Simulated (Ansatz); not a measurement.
**C2H3Cl2F (1,1-dichloro-1-fluoroethane): MP2/6-31G(d) (spherical functions)**

Aim: the vertical ionisation energy of C2H3Cl2F (1,1-dichloro-1-fluoroethane) at MP2/6-31G* (spherical functions), from 2 runs. 

The results are computed with Ansatz 0.2.0.

69 further runs of the same task are left out: 1 that didn't finish, 68 set aside as unsound or not needed.

**1. The molecule**

C2H3Cl2F: 8 atoms, total charge 0, spin state singlet. As SMILES, `CC(F)(Cl)Cl`. The shape is that of a PBE0-D4/def2-TZVP optimisation.

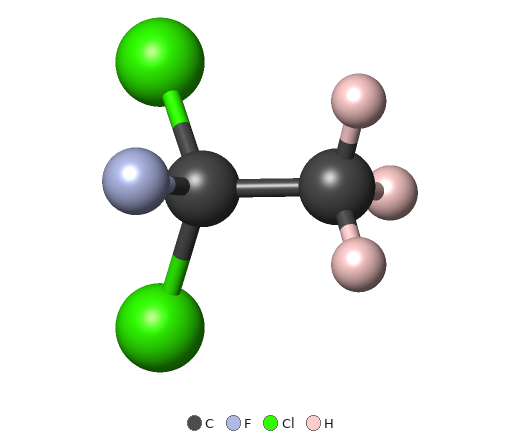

Viewed from a chosen angle; carbon dark grey, fluorine light blue, chlorine green, hydrogen pink.

**2. A single-point energy at MP2/6-31G(d) (spherical functions)**

File in.yaml:

```yaml
crystal:
  periodic: [false, false, false]
  atoms:
    - symbol: C
      position_ang: [-0.133500, -0.505900, 0.646300]
    - symbol: C
      position_ang: [0.199400, 0.391300, -0.511300]
    - symbol: F
      position_ang: [1.523600, 0.643200, -0.537400]
    - symbol: Cl
      position_ang: [-0.232400, -0.372700, -2.055900]
    - symbol: Cl
      position_ang: [-0.641100, 1.950200, -0.373000]
    - symbol: H
      position_ang: [0.163400, -0.011800, 1.572000]
    - symbol: H
      position_ang: [0.414900, -1.442000, 0.535900]
    - symbol: H
      position_ang: [-1.202100, -0.709300, 0.667600]
basis:
  gaussian: {orbitals: 6-31G_st_-spherical.json}
correlation: {method: mp2, frozen_orbitals: {C: 1, Cl: 5, F: 1, H: 0}}
accuracy: high
```

The basis set 6-31G* is read from a file made from the Basis Set Exchange's data (not shown).

The run is started by

```console
$ ansatz run in.yaml --threads 1 --pin off --max-ram 3480MiB --events-out events.jsonl --progress --plain --runs-dir runs
```

Output:

```text
Warning: RAYON_NUM_THREADS=1 ignored (pool sized by the plan → 1); use --threads N
Functional definition: HF
  name "HF"
  exchange = exact_x
  correlation = 0
1944 factors; integrals over basis functions are off by at most 3.8e-9 eV
mean field evaluation 1: about -29816.6219 eV, gradient 3.7e1 eV
mean field evaluation 2: about -29816.7243 eV, gradient 3.7e1 eV
mean field evaluation 4: about -29820.0362 eV, gradient 3.2e0 eV
mean field evaluation 8: about -29820.0854 eV, gradient 2.5e-1 eV
mean field evaluation 16: about -29820.0857 eV, gradient 7.5e-9 eV
mean field -29820.08571398 eV, -1095.8679372085 hartree, gradient 8.2e-9 eV, S^2 0.000000; 0 other end points of the search recorded, 0 dependent functions left out
13 core orbitals not correlated: weight in the atoms' cores, before any rotation towards them, 1.000 or more for the frozen orbitals, at most 0.000 for the correlated occupied ones
reference -29820.08571398 eV, -1095.8679372085 hartree; 16, 16 occupied and 55, 55 virtual orbitals, 1944 factors
second order -18.75721529 eV of doubles, -0.00000000 eV of singles
Total energy: -29838.84292926 eV, -1096.5572521563 hartree
```

Run time: 3.3 s. Hardware: 1 thread of Arm Neoverse V2, shared host; peak memory 0.25 GiB.

**3. The doublet cation**

File run.yaml:

```yaml
crystal:
  periodic: [false, false, false]
  atoms:
    - {symbol: C, position_ang: [-0.133500, -0.505900, 0.646300]}
    - {symbol: C, position_ang: [0.199400, 0.391300, -0.511300]}
    - {symbol: F, position_ang: [1.523600, 0.643200, -0.537400]}
    - {symbol: Cl, position_ang: [-0.232400, -0.372700, -2.055900]}
    - {symbol: Cl, position_ang: [-0.641100, 1.950200, -0.373000]}
    - {symbol: H, position_ang: [0.163400, -0.011800, 1.572000]}
    - {symbol: H, position_ang: [0.414900, -1.442000, 0.535900]}
    - {symbol: H, position_ang: [-1.202100, -0.709300, 0.667600]}
basis:
  gaussian: {orbitals: 6-31G_st_-spherical.json}
total_charge: 1
magnetization: {spin_polarized: true, initial_magnetization: 1}
correlation: {method: mp2, frozen_orbitals: {C: 1, Cl: 5, F: 1, H: 0}}
accuracy: high
```

The basis set 6-31G* is read from a file made from the Basis Set Exchange's data (not shown).

The run is started by

```console
$ ansatz run run.yaml --threads 1 --pin off --max-ram 3480MiB --events-out events.jsonl --progress --plain --runs-dir runs
```

Output, cut to the lines that bear on the results:

```text
Warning: RAYON_NUM_THREADS=1 ignored (pool sized by the plan → 1); use --threads N
Functional definition: HF
  name "HF"
[...]
1945 factors; integrals over basis functions are off by at most 3.9e-9 eV
[...]
mean field -29809.13085630 eV, -1095.4653536145 hartree, gradient 1.5e-8 eV, S^2 0.760244; 8 other end points of the search recorded, 0 dependent functions left out
13 core orbitals not correlated: weight in the atoms' cores, before any rotation towards them, 1.000 or more for the frozen orbitals, at most 0.000 for the correlated occupied ones
reference -29809.13085630 eV, -1095.4653536145 hartree; 16, 15 occupied and 55, 56 virtual orbitals, 1945 factors
second order -18.19790050 eV of doubles, -0.00000000 eV of singles
Total energy: -29827.32875680 eV, -1096.1341141228 hartree
```

It took 14 s on 1 thread of Arm Neoverse V2, shared host; peak memory 0.34 GiB.

**4. What came out**

Level: MP2/6-31G* (spherical functions), 13 core orbitals frozen.

| quantity | value |
| --- | --- |
| singlet C2H3Cl2F: total energy | -1096.55725 Eh |
| singlet C2H3Cl2F: correlation energy (13 core orbitals frozen) | -689.3 mEh |
| doublet cation: total energy | -1096.13411 Eh |
| doublet cation: correlation energy (13 core orbitals frozen) | -668.8 mEh |
| doublet cation: ⟨S²⟩ of the reference determinant | 0.760 |
| vertical ionisation energy (to the doublet cation) | 11.514 eV |

In words: Removing an electron at fixed nuclei costs 11.51 eV (1111 kJ/mol).
